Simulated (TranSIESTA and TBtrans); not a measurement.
Device: In chain with one Se atom in place of In. Leads: straight In chain, spacing 2.9 Å. Geometry: 3 atoms about the centre moved by SIESTA (PBE, DZP) to a largest force of 0.03 eV/Å, all others as built, motion along the axis alone.

Method: TranSIESTA and TBtrans, PBE, DZP numerical orbitals (energy shift 0.15 eV), PseudoDojo norm-conserving scalar-relativistic potentials, mesh cutoff 200 Ry, 300 K, no spin polarisation, no spin-orbit coupling; self-consistent non-equilibrium Green functions.

Energies count from the leads' Fermi level. Transmissions are for one spin of a degenerate pair. The energy step is 0.01 eV; narrower resonances are cut or missed.

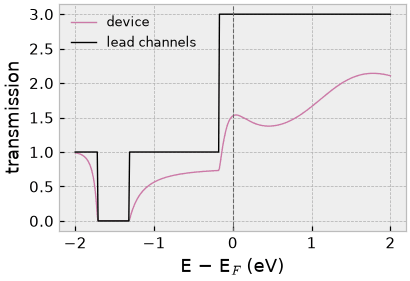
Transmission against energy

```
E (eV)     T  lead channels
------  ----  -------------
-2.00   0.99              1
-1.80   0.77              1
-1.60      0              0
-1.40      0              0
-1.20   0.34              1
-1.00   0.56              1
-0.80   0.65              1
-0.60   0.69              1
-0.40   0.72              1
-0.20   0.73              1
0.00    1.52              3
0.20    1.46              3
0.40    1.38              3
0.60    1.40              3
0.80    1.50              3
1.00    1.66              3
1.20    1.85              3
1.40    2.01              3
1.60    2.11              3
1.80    2.14              3
2.00    2.11              3
```

The straight chain is held at its spacing; free chains may zigzag or dimerise. No spin-polarised start was tried, so a magnetic state, if there is one, is missed.
